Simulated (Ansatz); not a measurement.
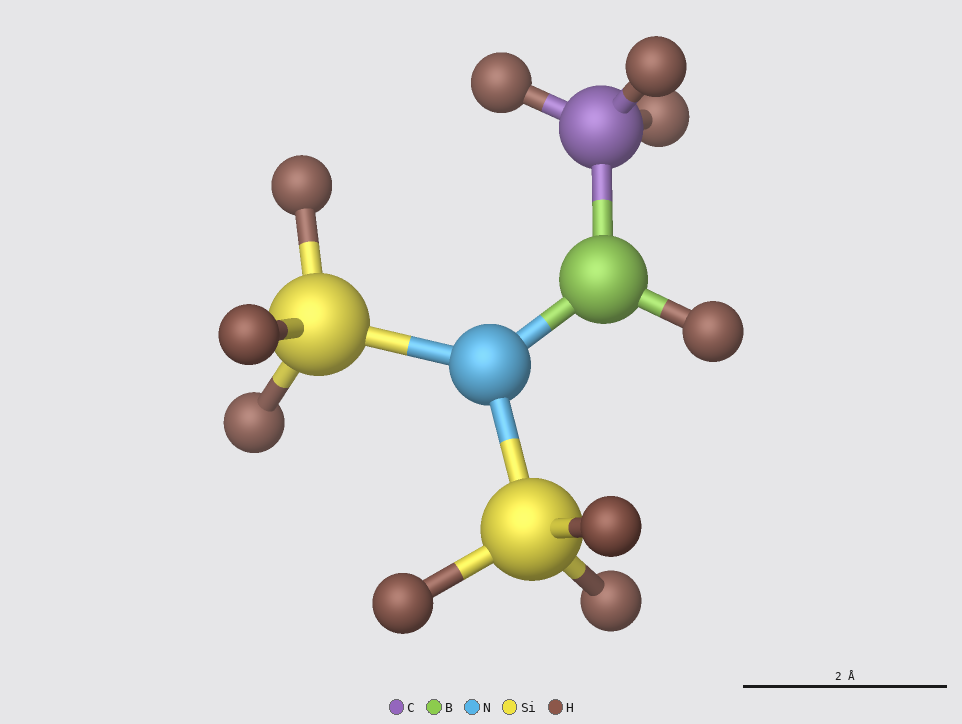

The picture shows a molecular structure as a ball-and-stick model.

The geometry was computed by an optimisation with PBE0-D4/def2-TZVP.

Which formula does it have?

CH10BNSi2, 15 atoms: 1 carbon, 10 hydrogen, 1 boron, 1 nitrogen and 2 silicon.

Does it have rings?

It has no ring.

More results for the same structure follow; atom numbers are the same in all pictures, views and colours differ.

## Shape

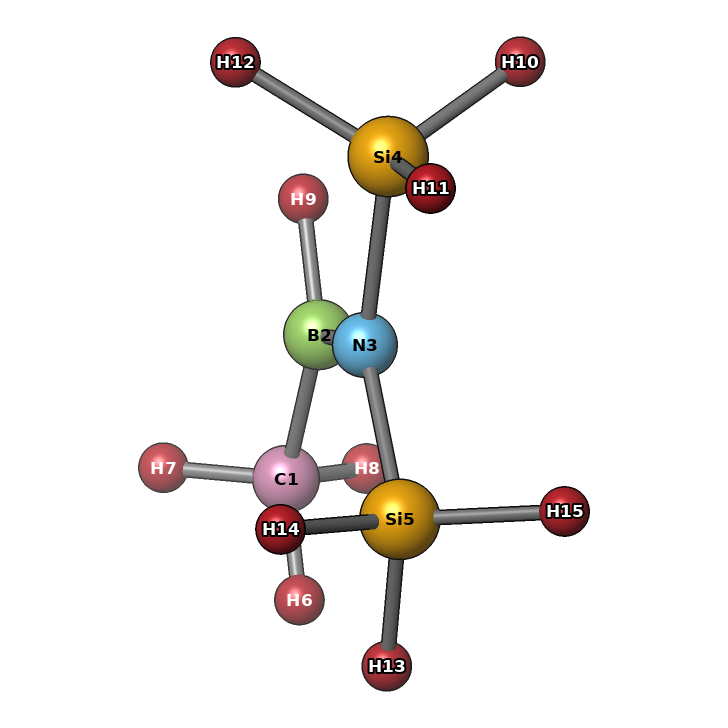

B2 lies behind N3. The molecule seen a little off the N3–B2 bond, N3 in front. Depth is shown by fading: the farther an atom, the more it takes the colour of the background.

What is the torsion angle Si4–N3–B2–C1? The sign is positive where the front bond must turn clockwise to cover the back bond.

−179°, antiperiplanar (anti).

## Dipole moment

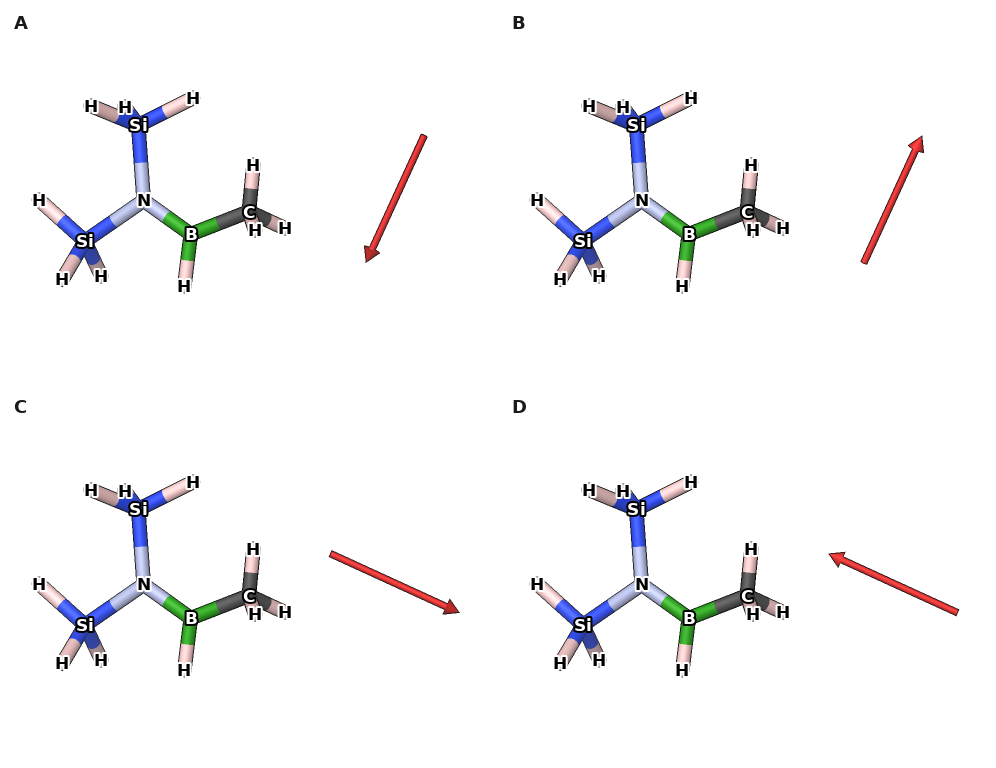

The same molecule four times, each with an arrow. Properties computed with RKS ωB97M-V/def2-TZVPP (Ansatz 0.2.0).

Which arrow points along the dipole moment, from the negative to the positive end?

B. The dipole moment is 0.38 D.

## Vibrations

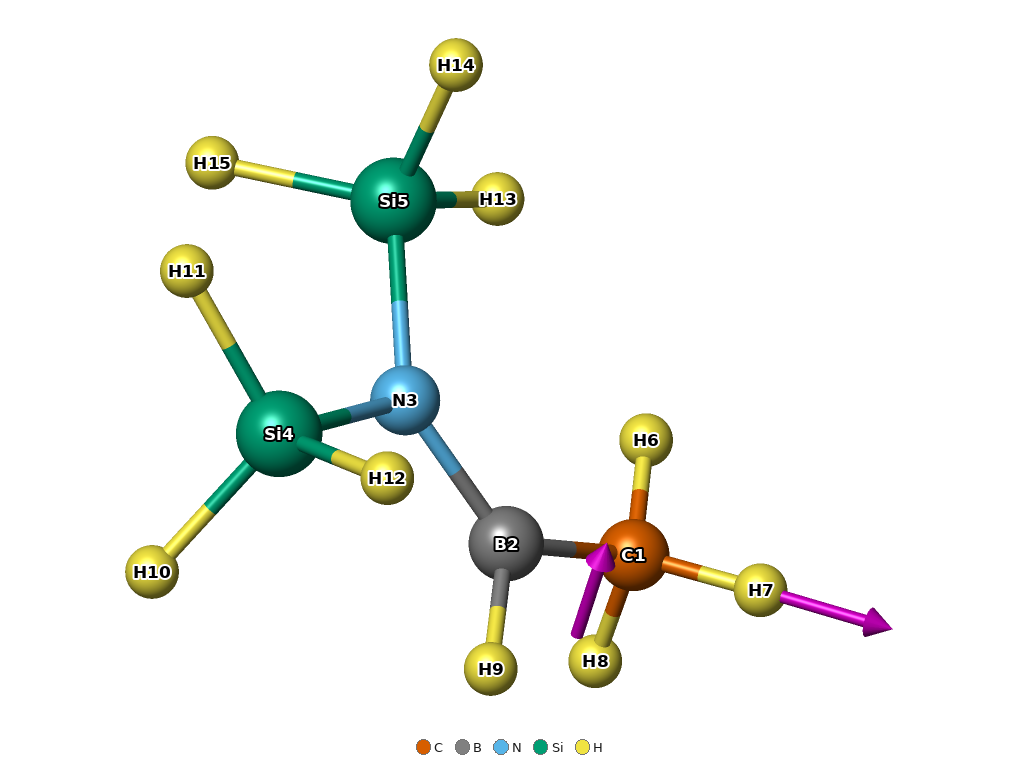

The arrows show one normal mode. Harmonic vibrations computed with RKS PBE0-D4/def2-TZVP (Ansatz 0.2.0) at a stationary point of the same level.

Describe the motion.

Mostly out-of-phase stretching of 2 C–H bonds.

Estimate its harmonic wavenumber.

3090 cm⁻¹; it is mode 38 of 39 counted from the lowest.

## Charges

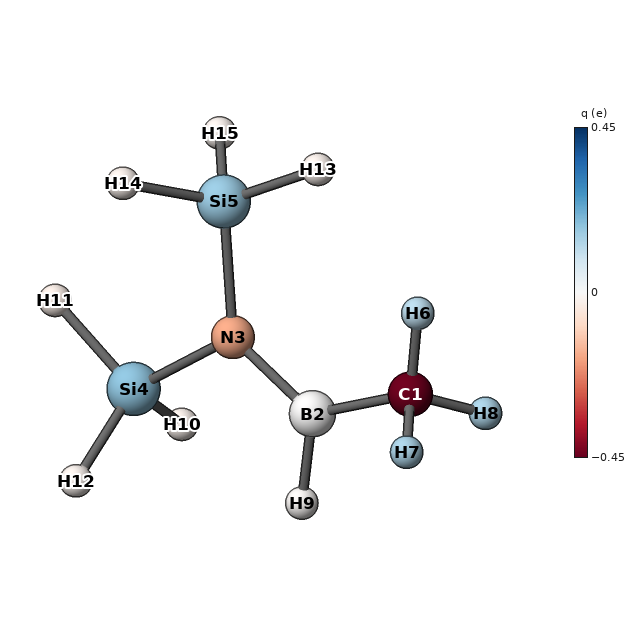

Atoms are coloured by their Mulliken charges. Properties computed with RKS PBE0-D4/def2-TZVP (Ansatz 0.2.0).

Which atom carries the highest charge (most positive or least negative)?

Si4 (0.18 e).

And the lowest?

C1 (−0.44 e).

List the Mulliken charges.

```
atom  value (e)
  C1      −0.44
  B2       0.00
  N3      −0.17
 Si4       0.18
 Si5       0.17
  H6       0.12
  H7       0.14
  H8       0.14
  H9      −0.01
 H10      −0.02
 H11      −0.03
 H12      −0.02
 H13      −0.02
 H14      −0.02
 H15      −0.02
```

Mulliken values depend strongly on the basis set and can even reverse the polarity of a bond.
